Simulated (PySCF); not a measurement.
# WO2F2: how settings move a single point

Aim: repeat the single point on relaxed WO2F2 with altered settings, some of them bad on purpose. It is a constructed species; whether it can be made isn't addressed.

Computed with PySCF 2.14.0. Level: r2SCAN, W def2-SVP with ECP60, O def2-SVP, F def2-SVP; scalar-relativistic core potentials, no spin–orbit coupling.

4 further runs of the same task are left out: 2 for a known fault of the program, 1 that didn't finish, 1 set aside as unsound or not needed.

### Step 1. The system as given

5 atoms, charge 0, spin multiplicity 1.

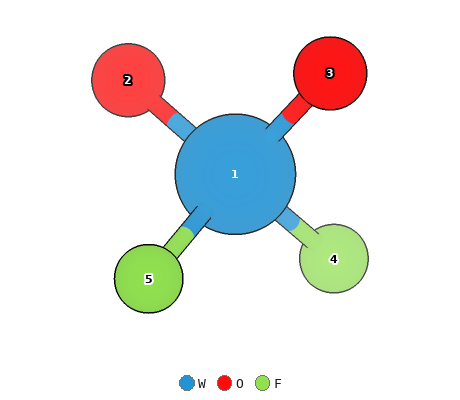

The geometry (tungsten blue, oxygen red, fluorine green); atoms are numbered from 1 in the order of the file.

As a file:

```xyz
5
F2O2W
W     0.00000    0.00000   -0.02494
O     0.96115    0.96115    1.00331
O    -0.96115   -0.96115    1.00331
F     1.11177   -1.11177   -1.02153
F    -1.11177    1.11177   -1.02153
```

Formal oxidation states: W +6. An earlier session relaxed this geometry at r2SCAN, W def2-SVP with ECP60, O def2-SVP, F def2-SVP (singlet, point group C2v).

The sound run used a (50, 194) grid (finer on f atoms), a threshold of 1e-8 and at most 55 cycles, and ended at -417.057265 Eh.

### Step 2. Try 1

run.py (the lines that set the calculation)

```python
mol = gto.M(atom='''
W      0.00000     0.00000    -0.02494
O      0.96115     0.96115     1.00331
O     -0.96115    -0.96115     1.00331
F      1.11177    -1.11177    -1.02153
F     -1.11177     1.11177    -1.02153''',
    basis={'W': 'def2-SVP', 'O': 'def2-SVP', 'F': 'def2-SVP'},
    ecp={'W': 'def2-SVP'},
    charge=0, spin=0)
mf = dft.RKS(mol, xc='R2SCAN')
mf.grids.atom_grid = (99, 590)
mf = mf.density_fit()  # fitting sets: W def2-universal-JKFIT, O def2-universal-JKFIT, F def2-universal-JKFIT
mf.conv_tol = 1e-08; mf.max_cycle = 55
mf.kernel(dm0)  # dm0: free metal ions and neutral atoms
```

Run with:

```console
OMP_NUM_THREADS=2 python run.py
```

What it wrote:

```text
init E= -427.320842700585
  HOMO = -0.255949347991506  LUMO = -0.0573895864222509  gap/eV = 5.40309
cycle= 1 E= -416.45280416428  delta_E= 10.9  |g|= 1.92  |ddm|= 3.46
  HOMO = -0.266176665848192  LUMO = -0.102756264539611  gap/eV = 4.44690
cycle= 2 E= -415.697341597505  delta_E= 0.755  |g|= 2.73  |ddm|= 2.81
  HOMO = -0.306537186936289  LUMO = -0.148686578149651  gap/eV = 4.29533
cycle= 3 E= -417.017950364615  delta_E= -1.32  |g|= 0.424  |ddm|= 1.79
  HOMO = -0.346720537061401  LUMO = -0.103582960967179  gap/eV = 6.61611
cycle= 4 E= -416.934824853099  delta_E= 0.0831  |g|= 0.773  |ddm|= 0.852
  HOMO = -0.307398158391852  LUMO = -0.116410529002742  gap/eV = 5.19704
cycle= 5 E= -417.057524960629  delta_E= -0.123  |g|= 0.0428  |ddm|= 0.505
  HOMO = -0.314692470903239  LUMO = -0.125741932382038  gap/eV = 5.14161
cycle= 6 E= -417.057882194443  delta_E= -0.000357  |g|= 0.0196  |ddm|= 0.0598
  HOMO = -0.312288676089036  LUMO = -0.123644121974575  gap/eV = 5.13328
cycle= 7 E= -417.057966401091  delta_E= -8.42e-05  |g|= 0.00297  |ddm|= 0.0184
  HOMO = -0.312441277665783  LUMO = -0.123672893134448  gap/eV = 5.13665
cycle= 8 E= -417.057968230765  delta_E= -1.83e-06  |g|= 0.00071  |ddm|= 0.00196
  HOMO = -0.31246309639468  LUMO = -0.123657300997348  gap/eV = 5.13767
cycle= 9 E= -417.057968331829  delta_E= -1.01e-07  |g|= 0.000124  |ddm|= 0.000444
  HOMO = -0.312469297349619  LUMO = -0.123655562789079  gap/eV = 5.13788
cycle= 10 E= -417.057968334905  delta_E= -3.08e-09  |g|= 1.23e-05  |ddm|= 7.98e-05
  HOMO = -0.312472250345532  LUMO = -0.123655357409694  gap/eV = 5.13797
Extra cycle  E= -417.057968334576  delta_E= 3.29e-10  |g|= 4.26e-05  |ddm|= 3.75e-05
converged SCF energy = -417.057968334576
```

Wall time 8.9 s (2 threads of Arm Neoverse V2, shared host).

Changed: the integration grid, to (99, 590). It converges in 10 cycles, -0.019 eV from the sound run, with a largest force component of 0.02 eV/Å.

### Step 3. Try 2

Changes to run.py (the lines that set the calculation) since step 2:

```diff
@@ -10,5 +10,5 @@
 mf = dft.RKS(mol, xc='R2SCAN')
-mf.grids.atom_grid = (99, 590)
+mf.grids.atom_grid = (50, 194)
 mf = mf.density_fit()  # fitting sets: W def2-universal-JKFIT, O def2-universal-JKFIT, F def2-universal-JKFIT
 mf.conv_tol = 1e-08; mf.max_cycle = 55
-mf.kernel(dm0)  # dm0: free metal ions and neutral atoms
+mf.kernel(dm0)  # dm0: smeared density
```

Run with:

```console
OMP_NUM_THREADS=2 python run.py
```

What it wrote:

```text
init E= -417.022309006627
  HOMO = -0.315782624962861  LUMO = -0.121335732096412  gap/eV = 5.29117
cycle= 1 E= -417.056138111847  delta_E= -0.0338  |g|= 0.0737  |ddm|= 0.12
  HOMO = -0.301361529916399  LUMO = -0.131306054291777  gap/eV = 4.62745
cycle= 2 E= -417.036603609543  delta_E= 0.0195  |g|= 0.324  |ddm|= 0.267
  HOMO = -0.31291481507321  LUMO = -0.124455497954851  gap/eV = 5.12824
cycle= 3 E= -417.057251827867  delta_E= -0.0206  |g|= 0.00779  |ddm|= 0.211
  HOMO = -0.312265509077999  LUMO = -0.123679695260594  gap/eV = 5.13168
cycle= 4 E= -417.0572598441  delta_E= -8.02e-06  |g|= 0.00507  |ddm|= 0.00849
  HOMO = -0.312374154046786  LUMO = -0.123556180484975  gap/eV = 5.13800
cycle= 5 E= -417.057264660466  delta_E= -4.82e-06  |g|= 0.000576  |ddm|= 0.00338
  HOMO = -0.31248347759394  LUMO = -0.123648227741612  gap/eV = 5.13847
cycle= 6 E= -417.057264727454  delta_E= -6.7e-08  |g|= 5.72e-05  |ddm|= 0.000558
  HOMO = -0.312479828960068  LUMO = -0.123642889865523  gap/eV = 5.13851
cycle= 7 E= -417.057264727949  delta_E= -4.95e-10  |g|= 1.98e-05  |ddm|= 5.23e-05
  HOMO = -0.312477263197696  LUMO = -0.123645699120887  gap/eV = 5.13837
Extra cycle  E= -417.057264727144  delta_E= 8.05e-10  |g|= 6.63e-05  |ddm|= 5.79e-05
converged SCF energy = -417.057264727144
```

Run time: 2.8 s. Hardware: 2 threads of Arm Neoverse V2, shared host.

Changed: the starting guess (smeared density). It converges in 7 cycles, at the sound run's energy within 0.001 eV, with a largest force component of 0.01 eV/Å. The result survives the change.

### Step 4. Try 3

run.py (the lines that set the calculation)

```python
mol = gto.M(atom='''
W      0.00000     0.00000    -0.02345
O      0.90348     0.90348     0.94311
O     -0.90348    -0.90348     0.94311
F      1.04506    -1.04506    -0.96024
F     -1.04506     1.04506    -0.96024''',
    basis={'W': 'def2-SVP', 'O': 'def2-SVP', 'F': 'def2-SVP'},
    ecp={'W': 'def2-SVP'},
    charge=0, spin=0)
mf = dft.RKS(mol, xc='R2SCAN')
mf.grids.atom_grid = (50, 194)
mf = mf.density_fit()  # fitting sets: W def2-universal-JKFIT, O def2-universal-JKFIT, F def2-universal-JKFIT
mf.conv_tol = 1e-08; mf.max_cycle = 55
mf.kernel(dm0)  # dm0: free metal ions and neutral atoms
```

Run with:

```console
OMP_NUM_THREADS=2 python run.py
```

What it wrote:

```text
init E= -427.520640254553
  HOMO = -0.273728248239684  LUMO = -0.0103947102319915  gap/eV = 7.16567
cycle= 1 E= -416.5591787552  delta_E=   11  |g|= 1.67  |ddm|= 3.49
  HOMO = -0.244150739917746  LUMO = -0.0863010555083825  gap/eV = 4.29531
cycle= 2 E= -415.948039622504  delta_E= 0.611  |g|= 2.44  |ddm|= 2.52
  HOMO = -0.34352290516841  LUMO = -0.0745103224728147  gap/eV = 7.32021
cycle= 3 E= -416.951988626932  delta_E=   -1  |g|= 0.546  |ddm|= 1.66
  HOMO = -0.287253452183961  LUMO = -0.0830037069014225  gap/eV = 5.55792
cycle= 4 E= -416.967464764983  delta_E= -0.0155  |g|= 0.448  |ddm|= 0.651
  HOMO = -0.300929202410739  LUMO = -0.0623878652199637  gap/eV = 6.49104
cycle= 5 E= -417.006008697736  delta_E= -0.0385  |g|= 0.0473  |ddm|= 0.357
  HOMO = -0.30658488721069  LUMO = -0.0706604739366107  gap/eV = 6.41983
cycle= 6 E= -417.006499302668  delta_E= -0.000491  |g|= 0.00989  |ddm|= 0.0581
  HOMO = -0.305105023889571  LUMO = -0.0695839006467914  gap/eV = 6.40886
cycle= 7 E= -417.006520295572  delta_E= -2.1e-05  |g|= 0.00169  |ddm|= 0.00991
  HOMO = -0.305175996961086  LUMO = -0.0695604074343281  gap/eV = 6.41143
cycle= 8 E= -417.006520887873  delta_E= -5.92e-07  |g|= 0.000294  |ddm|= 0.00122
  HOMO = -0.305191249660243  LUMO = -0.0695574658941727  gap/eV = 6.41192
cycle= 9 E= -417.006520904233  delta_E= -1.64e-08  |g|= 4.49e-05  |ddm|= 0.000191
  HOMO = -0.305192913245406  LUMO = -0.0695561549764169  gap/eV = 6.41200
cycle= 10 E= -417.006520904599  delta_E= -3.66e-10  |g|= 3.14e-06  |ddm|= 3.18e-05
  HOMO = -0.305193674280602  LUMO = -0.069556686984539  gap/eV = 6.41201
Extra cycle  E= -417.006520904589  delta_E= 1e-11  |g|= 6.33e-06  |ddm|= 6.95e-06
converged SCF energy = -417.006520904589
```

Run time: 3.4 s. Hardware: 2 threads of Arm Neoverse V2, shared host.

Changed: the scale of all coordinates (0.94). It converges in 10 cycles, +1.381 eV from the sound run, with a largest force component of 5.27 eV/Å. The setting is unsound, so these numbers aren't the compound's.

### Step 5. Try 4

run.py (the lines that set the calculation)

```python
mol = gto.M(atom='''
W      0.00000     0.00000    -0.02494
O      0.96115     0.96115     1.00331
O     -0.96115    -0.96115     1.00331
F      1.11177    -1.11177    -1.02153
F     -1.11177     1.11177    -1.02153''',
    basis={'W': 'def2-SVP', 'O': 'def2-SVP', 'F': 'def2-SVP'},
    ecp={'W': 'def2-SVP'},
    charge=0, spin=0)
mf = dft.RKS(mol, xc='R2SCAN')
mf.grids.atom_grid = (50, 194)
mf = mf.density_fit()  # fitting sets: W def2-universal-JKFIT, O def2-universal-JKFIT, F def2-universal-JKFIT
mf.conv_tol = 1e-08; mf.max_cycle = 67
mf.kernel(dm0)  # dm0: core Hamiltonian
```

Run with:

```console
OMP_NUM_THREADS=2 python run.py
```

What it wrote:

```text
init E= -388.178800577416
  HOMO = 0.534185640289776  LUMO = 0.602716168435499  gap/eV = 1.86481
cycle= 1 E= -323.09961873572  delta_E= 65.1  |g|= 13.2  |ddm|= 33.7
  HOMO = -2.8246901469646  LUMO = -2.72465862615867  gap/eV = 2.72200
cycle= 2 E= -355.385694070437  delta_E= -32.3  |g|= 9.76  |ddm|=   37
  HOMO = -0.259512501146162  LUMO = -0.250581536797476  gap/eV = 0.24302
cycle= 3 E= -390.061868727907  delta_E= -34.7  |g|= 10.3  |ddm|=   20
  HOMO = -0.263801249066173  LUMO = -0.0594278518023295  gap/eV = 5.56128
cycle= 4 E= -414.422226219232  delta_E= -24.4  |g|= 3.41  |ddm|= 7.03
  HOMO = -0.185527328168953  LUMO = -0.0980255369151564  gap/eV = 2.38105
cycle= 5 E= -411.643938323999  delta_E= 2.78  |g|= 5.28  |ddm|= 6.18
  HOMO = -0.317885222779868  LUMO = -0.11019075060199  gap/eV = 5.65165
cycle= 6 E= -417.033727087316  delta_E= -5.39  |g|= 0.352  |ddm|= 3.94
  HOMO = -0.31699735038811  LUMO = -0.125038675379955  gap/eV = 5.22346
cycle= 7 E= -417.053566252074  delta_E= -0.0198  |g|= 0.135  |ddm|= 0.288
  HOMO = -0.317308624962656  LUMO = -0.123656099706165  gap/eV = 5.26955
cycle= 8 E= -417.056088982012  delta_E= -0.00252  |g|= 0.0773  |ddm|= 0.112
  HOMO = -0.30781791480738  LUMO = -0.121673645446643  gap/eV = 5.06524
cycle= 9 E= -417.056751106277  delta_E= -0.000662  |g|= 0.05  |ddm|= 0.0868
  HOMO = -0.312809559337776  LUMO = -0.123812935294954  gap/eV = 5.14286
cycle= 10 E= -417.057261561552  delta_E= -0.00051  |g|= 0.00408  |ddm|= 0.0388
  HOMO = -0.312429149535909  LUMO = -0.123632055678397  gap/eV = 5.13743
cycle= 11 E= -417.057264657648  delta_E= -3.1e-06  |g|= 0.000595  |ddm|= 0.00313
  HOMO = -0.312489488143612  LUMO = -0.123646437299613  gap/eV = 5.13868
cycle= 12 E= -417.057264725059  delta_E= -6.74e-08  |g|= 0.000118  |ddm|= 0.000484
  HOMO = -0.312479366343677  LUMO = -0.12364378850782  gap/eV = 5.13848
cycle= 13 E= -417.057264728021  delta_E= -2.96e-09  |g|= 5.99e-06  |ddm|= 9.12e-05
  HOMO = -0.312480211783441  LUMO = -0.123643246665652  gap/eV = 5.13852
Extra cycle  E= -417.057264727936  delta_E= 8.49e-11  |g|= 2.13e-05  |ddm|= 1.79e-05
converged SCF energy = -417.057264727936
```

Run time: 3.9 s. Hardware: 2 threads of Arm Neoverse V2, shared host.

Changed: the starting guess (bare core Hamiltonian); the cycle limit is 67. It converges in 13 cycles, at the sound run's energy within 0.001 eV, with a largest force component of 0.01 eV/Å. The result survives the change.

### Step 6. Results

| run | changed | ending | energy change (eV) | cycles | time | usable |
| --- | --- | --- | --- | --- | --- | --- |
| 1 | the integration grid | converged | -0.019 | 10 | 8.9 s | yes |
| 2 | the starting guess | converged | 0.000 | 7 | 2.8 s | yes |
| 3 | the scale of all coordinates | converged | +1.381 | 10 | 3.4 s | no |
| 4 | the starting guess | converged | 0.000 | 13 | 3.9 s | yes |

3 of 4 altered runs give a usable result. 1 ended normally with numbers unfit to quote.
